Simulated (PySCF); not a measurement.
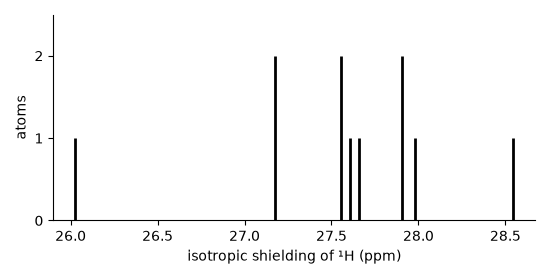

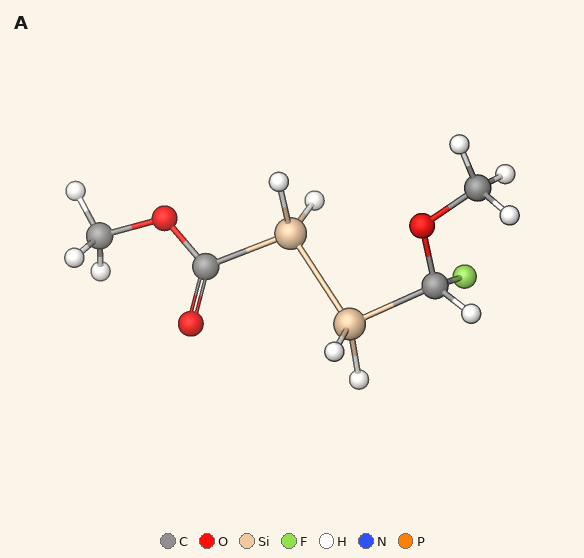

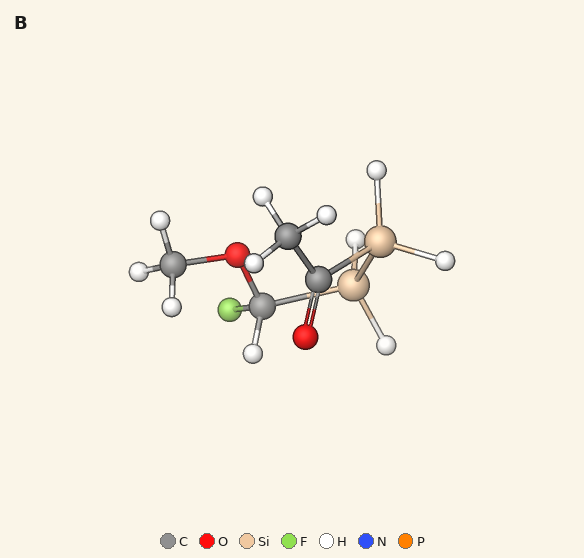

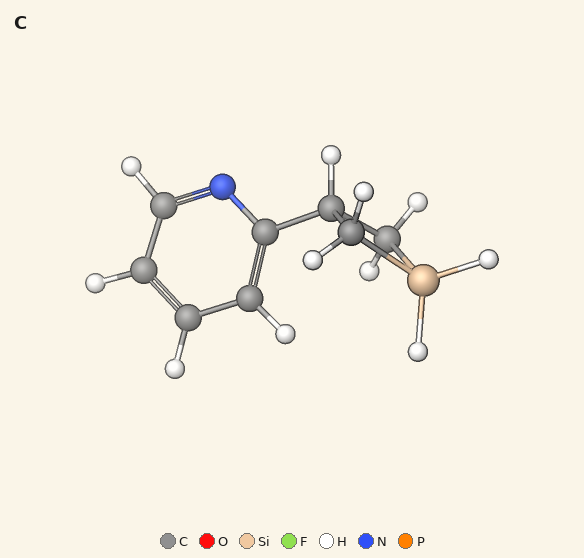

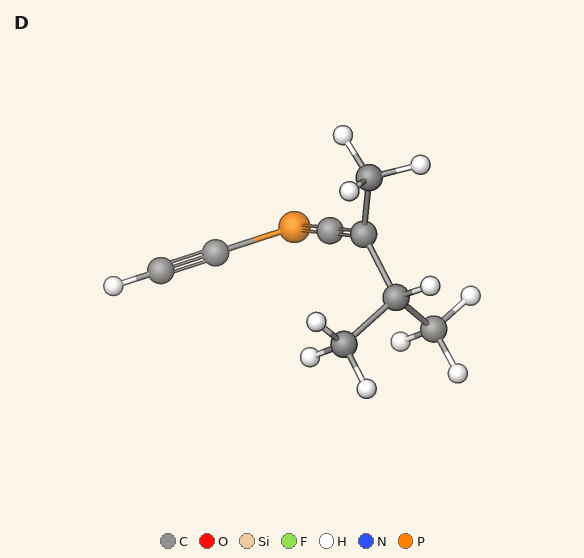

The sticks are computed shieldings of one of the molecules, for one fixed geometry (GFN2-xTB) without averaging over rotations. Low shielding means a high chemical shift. Method: GIAO PBE0/pcSseg-1 NMR shielding, non-relativistic, gas phase (PySCF 2.14.0).

**Match the spectrum to a structure.**

A, `COC(=O)[SiH2][SiH2][C@@H](F)OC`. Its 11 H atoms give lines at 26.03, 27.17 (2 atoms), 27.55 (2 atoms), 27.60, 27.66, 27.90 (2 atoms), 27.98, 28.55 ppm.

The geometry is semi-empirical. Around P, Si such bond lengths and angles can be off by a tenth of an ångström or more and by several degrees, and values that hang on the shape move with them.
